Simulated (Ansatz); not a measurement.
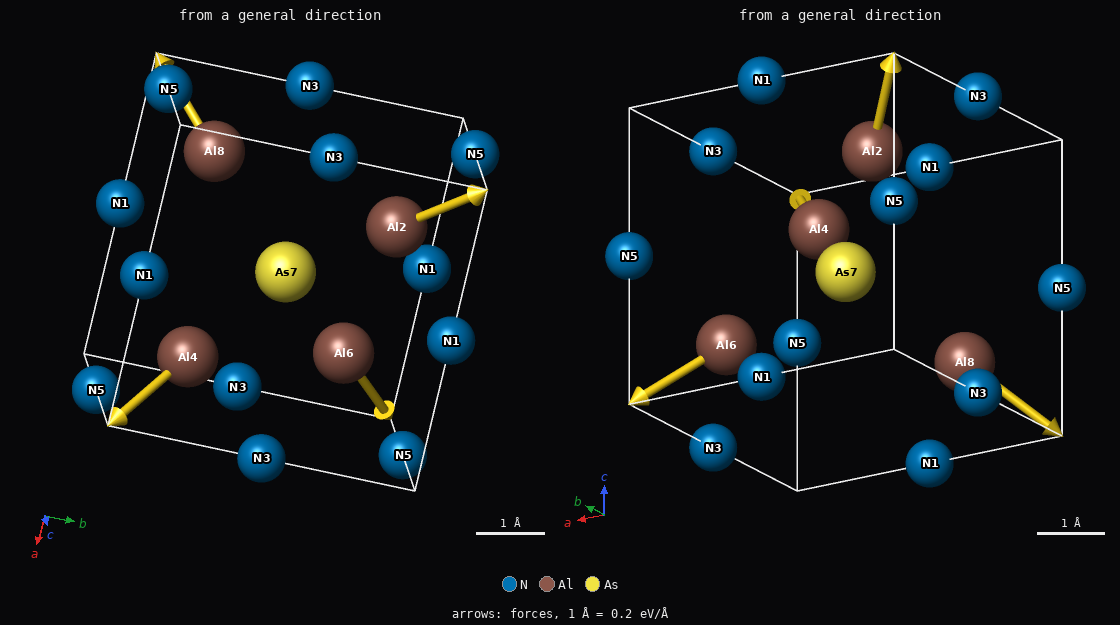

The crystal in a spheres-only representation, seen from two general directions. Lines trace the edges of the simulation cell. The arrows are the computed forces on the atoms.

System: Al$_{4}$AsN$_{3}$. The calculation used Ansatz, DFT, PBE, plane waves, PAW, with plane waves up to 420 eV, a 6×6×6 mesh of k-points, Fermi-Dirac smearing of 0.02 eV, no spin polarisation.

### Are the atoms in equilibrium?

No. The atoms still feel forces of up to about 0.29 eV/Å, far above a usual threshold of 0.01 to 0.03 eV/Å.

### Which atom carries the strongest force?

All Al atoms, about 0.29 eV/Å.

Starting structure: a structure type filled with these elements by a generator (whether the compound takes this form wasn't checked). Earlier steps of the study may have refined or changed the cell and positions. A calculation with Ansatz used it as input.
